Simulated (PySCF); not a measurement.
SMILES C=CC[SiH](OC)OC (C₅H₁₂O₂Si) at its GFN2-xTB optimised geometry (Å):

```
20

Si    -1.4300    -0.8417     0.0000
C     -1.8129    -1.9278    -1.5159
C     -1.3996    -1.2753    -2.7869
C     -2.2315    -0.7617    -3.6744
O     -2.0894    -1.3629     1.3979
C     -1.9800    -2.6039     2.0379
O      0.1985    -0.8417     0.0000
C      1.0547    -0.2250     0.9205
H     -2.0381     0.4803     0.0000
H     -2.8839    -2.1292    -1.5355
H     -1.2943    -2.8845    -1.4208
H     -0.3314    -1.2145    -2.9435
H     -3.2999    -0.8035    -3.5367
H     -1.8855    -0.2806    -4.5734
H     -0.9360    -2.9135     2.1285
H     -2.4136    -2.5045     3.0341
H     -2.5267    -3.3707     1.4839
H      0.6887    -0.3432     1.9427
H      2.0381    -0.6882     0.8295
H      1.1368     0.8417     0.7012
```

Method: B3LYP/def2-SVP in PySCF 2.14.0. Cells within 0.4 Å of a nucleus heavier than hydrogen are left out (blank, or x).

Map of the Laplacian of the electron density (e/bohr⁵), clipped to [-1.50, 1.50] on the plane z = 0.0 Å:

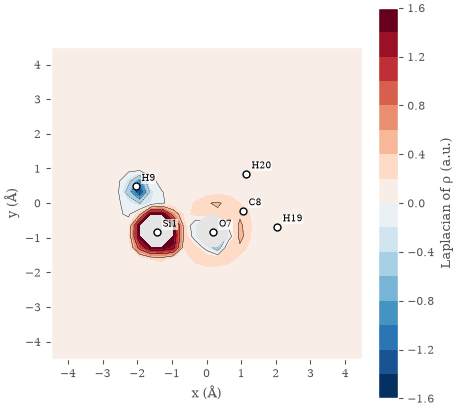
Laplacian of the electron density (e/bohr⁵), clipped to [-1.50, 1.50] on the plane z = 0.0 Å.
